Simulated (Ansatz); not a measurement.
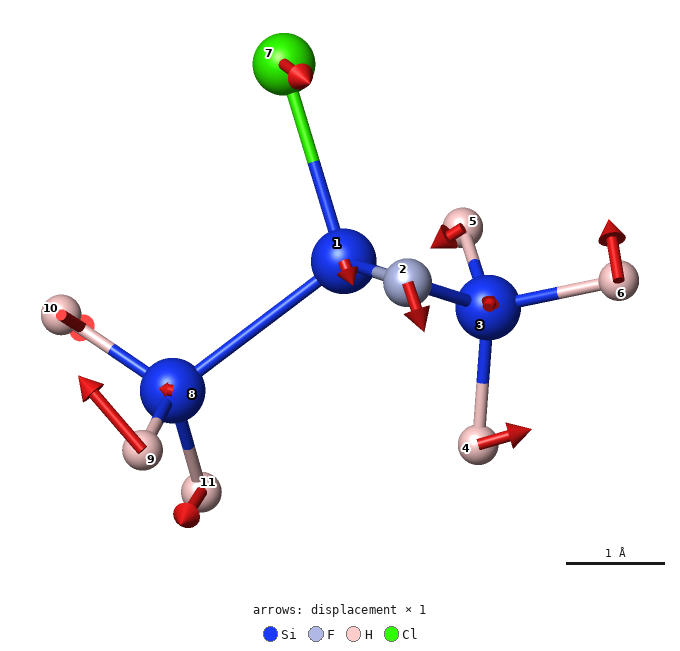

This is a relaxation of Si3H6ClF. The starting structure is drawn; red arrows show the displacements, at their true length. The two geometries are superimposed by the best rigid fit.

The picture is a ball-and-stick view, seen at a tilt.

The run prepares the start of a later molecular dynamics calculation, from a guessed geometry.

All numbers below come from RKS r2SCAN/STO-3G (Ansatz 0.2.0). (no spin polarisation; force threshold 0.02 eV/Å; at most 40 steps)

> What did the optimiser do to the structure, and how much energy did it gain?

The energy falls by 23.7 kJ/mol in 23 accepted moves (27 points after the start). Largest force component: 2.2 eV/Å at the start, 0.013 eV/Å at the end. The line search rejected the trial steps at points 6, 15, 16, 23 of the run. The forces were under the threshold at step 11, but the run went on from there. The atom that moves furthest after the best rigid fit is H9 (1.02 Å). By element the largest moves are H 1.02 Å, Cl 0.66 Å, F 0.54 Å, Si 0.28 Å. Near-neighbour distances that change, for instance: Si1–Si3 2.220 → 2.279 Å, Si1–F2 1.590 → 1.645 Å, Si1–Cl7 2.128 → 2.147 Å, Si3–H4 1.460 → 1.447 Å. Bond angles that change, for instance: Si3–Si1–Si8 109.5° → 116.2°, F2–Si1–Cl7 109.5° → 104.5°, Si3–Si1–Cl7 109.5° → 106.6°. Groups turn about Si1–Si8 by about 45°, Si1–Si3 by about 30°.

Limits of the set-up: STO-3G is a minimal basis, so the numbers are rough.
